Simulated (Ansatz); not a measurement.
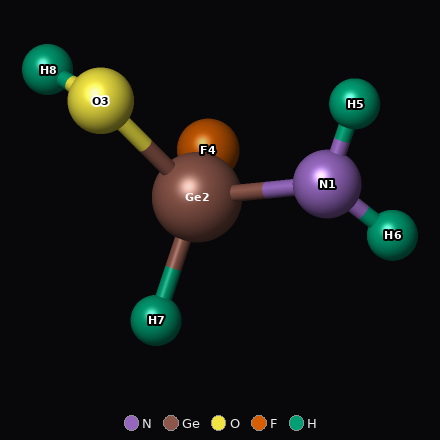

The system is FGeH₄NO, SMILES [NH2][GeH]([OH])[F]; the picture shows the reference structure. Coordinates scanned: (1) angle H5–N1–Ge2; (2) dihedral H5–N1–Ge2–O3. Nothing is relaxed (all other coordinates rigid). Grid: 9 × 9 points. Energies are in eV, from the lowest grid point. Computed with RKS B3LYP-D4/def2-TZVP (Ansatz 0.2.0).

Its coordinates:

| atom | x (Å) | y (Å) | z (Å) |
| --- | --- | --- | --- |
| N | -0.5875 | 1.2872 | 0.0707 |
| Ge | 0.4331 | -0.1778 | -0.2123 |
| O | 0.3314 | -1.1114 | 1.2870 |
| F | -0.1972 | -1.2643 | -1.4453 |
| H | -1.5061 | 1.1194 | 0.4559 |
| H | -0.6283 | 1.9707 | -0.6711 |
| H | 1.8471 | 0.1788 | -0.6739 |
| H | 0.3997 | -2.0597 | 1.1331 |

Range: angle H5–N1–Ge2 from 71.0 to 161.0°; dihedral H5–N1–Ge2–O3 from −180 to 140°.

**Predict the map.**

The lowest grid point is at angle H5–N1–Ge2 = 116.0°, dihedral H5–N1–Ge2–O3 = −60°. There is a further well near angle H5–N1–Ge2 = 116.0°, dihedral H5–N1–Ge2–O3 = 140° (0.06 eV above the lowest at that grid point). The highest grid point, angle H5–N1–Ge2 = 71.0°, dihedral H5–N1–Ge2–O3 = −140°, lies 1.80 eV above the lowest. On the interpolated surface the easiest way out of the lowest well to the well at about angle H5–N1–Ge2 = 117°, dihedral H5–N1–Ge2–O3 = 125° passes a barrier of about 0.16 eV, counted from the interpolated bottom of the well. Round the minimum the two coordinates are weakly coupled (coupling 0.14 in units of the two stiffnesses).

```tsv
dihedral H5–N1–Ge2–O3 ↓, angle H5–N1–Ge2 →	71.0	82.3	93.5	104.8	116.0	127.3	138.5	149.8	161.0
140	1.67	0.93	0.44	0.15	0.06	0.13	0.37	0.74	1.23
100	1.59	0.89	0.42	0.15	0.06	0.14	0.37	0.73	1.21
60	1.63	0.93	0.47	0.22	0.14	0.23	0.46	0.82	1.29
20	1.63	0.91	0.45	0.20	0.13	0.23	0.48	0.86	1.35
−20	1.53	0.82	0.36	0.10	0.03	0.13	0.38	0.77	1.28
−60	1.59	0.86	0.38	0.09	0.00	0.08	0.31	0.69	1.19
−100	1.72	0.99	0.50	0.21	0.10	0.17	0.38	0.75	1.23
−140	1.80	1.07	0.59	0.30	0.20	0.27	0.49	0.85	1.32
−180	1.79	1.04	0.54	0.25	0.16	0.23	0.46	0.84	1.32
```

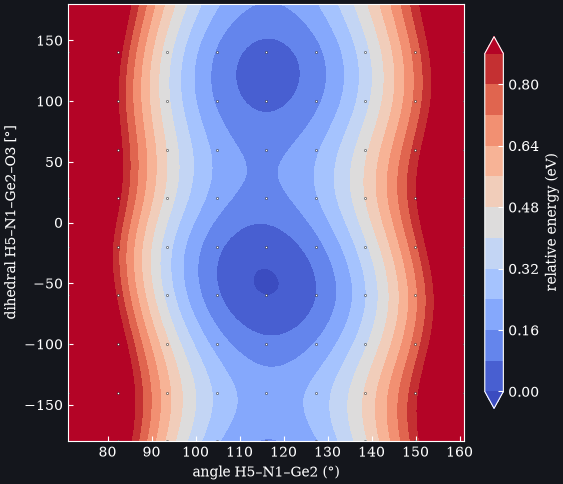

In the figure: filled contours, dots at the grid points, one colour for all values above the top of the scale. Between grid points the surface is interpolated.

Each point was launched as `ansatz run input.yaml --threads 1 --pin off --max-ram 2560MiB --backend cpu --events-out ev --progress --plain --runs-dir out`. The whole map (81 points run) took 19 min on 1 thread of Arm Neoverse N1 (shared host).
